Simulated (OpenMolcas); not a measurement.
# C2H4O2Si (SMILES C=C1O[SiH2]O1): the HOMO–LUMO gap, rung by rung

C2H4O2Si: 9 atoms, total charge 0, spin state singlet. SMILES: `C=C1O[SiH2]O1`. The coordinates come from a PBE0-D4/def2-TZVP relaxation.

| atom | x (Å) | y (Å) | z (Å) |
| --- | --- | --- | --- |
| C | 0.5273 | 1.3585 | -1.1296 |
| C | 0.1573 | 0.3831 | -0.3229 |
| O | -0.5852 | 0.4736 | 0.8382 |
| Si | -0.4400 | -1.1905 | 0.9783 |
| O | 0.4217 | -0.9673 | -0.4421 |
| H | 0.2431 | 2.3748 | -0.9045 |
| H | 1.1113 | 1.1326 | -2.0084 |
| H | -1.7011 | -1.9496 | 0.8408 |
| H | 0.3541 | -1.6615 | 2.1329 |

Each level gives the HOMO–LUMO gap (eV). The values are calculated.

```csv
level,kind,program,value (eV),CPU time
SVWN5/cc-pVDZ,LDA,OpenMolcas,3.62,37 s
BLYP/cc-pVDZ,GGA,OpenMolcas,3.68,51 s
revPBE/cc-pVDZ,GGA,OpenMolcas,3.75,57 s
M06-L/cc-pVDZ,meta-GGA,OpenMolcas,4.57,72 s
r2SCAN/cc-pVDZ,meta-GGA,OpenMolcas,4.36,60 s
BHLYP/cc-pVDZ,global hybrid,OpenMolcas,7.93,63 s
PBE0/cc-pVDZ,global hybrid,OpenMolcas,5.87,60 s
B2PLYP/cc-pVDZ,double hybrid,OpenMolcas,8.17,50 s
```

The values span 3.62 to 8.17 eV. Orbital gaps aren't excitation energies, and those of double hybrids come from the SCF part alone; they tend to grow with the share of exact exchange. CPU times are rough (shared hosts, several kinds of processor): they show what a rung costs within a factor of a few.

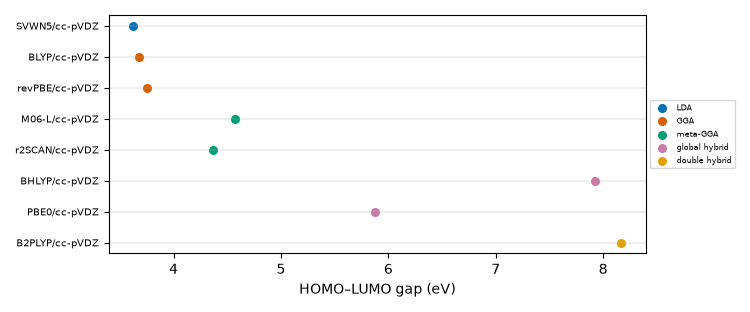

The values of the table, level by level.
